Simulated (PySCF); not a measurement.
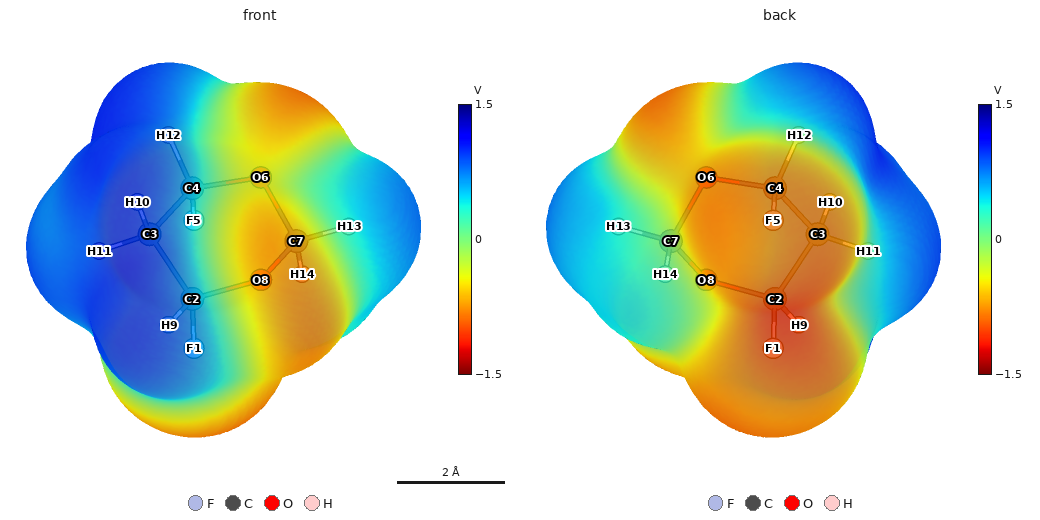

The picture shows: C4H6F2O2. The molecular electrostatic potential painted on the density surface at 0.001 e/bohr³, seen from the front and from behind; red is negative and blue positive.

Geometry: PBE0-D3(BJ)/def2-SVP.

Theory: PySCF 2.14.0, CAM-B3LYP/def2-SVPD, SCF density, gas phase.

```xyz
14

F    -0.3217   -1.5739    1.2397
C     0.2525   -1.2830    0.0273
C     1.1811   -0.0900    0.1805
C     0.3988    1.2081    0.2857
F    -0.1522    1.3082    1.5388
O    -0.5928    1.2717   -0.6736
C    -1.4334    0.1513   -0.6685
O    -0.7288   -1.0341   -0.9125
H     0.7889   -2.1830   -0.3118
H     1.8131   -0.0341   -0.7183
H     1.8303   -0.2191    1.0570
H     1.0392    2.0907    0.1318
H    -2.1443    0.2785   -1.4926
H    -1.9626    0.0824    0.2974
```

### Describe the electrostatic potential map.

The most negative region (about −1.0 V) lies over F1 and F5, the most positive (about +1.0 V) over the C and H atoms.

### What dipole moment does the calculation give?

Its dipole moment is 2.22 D.
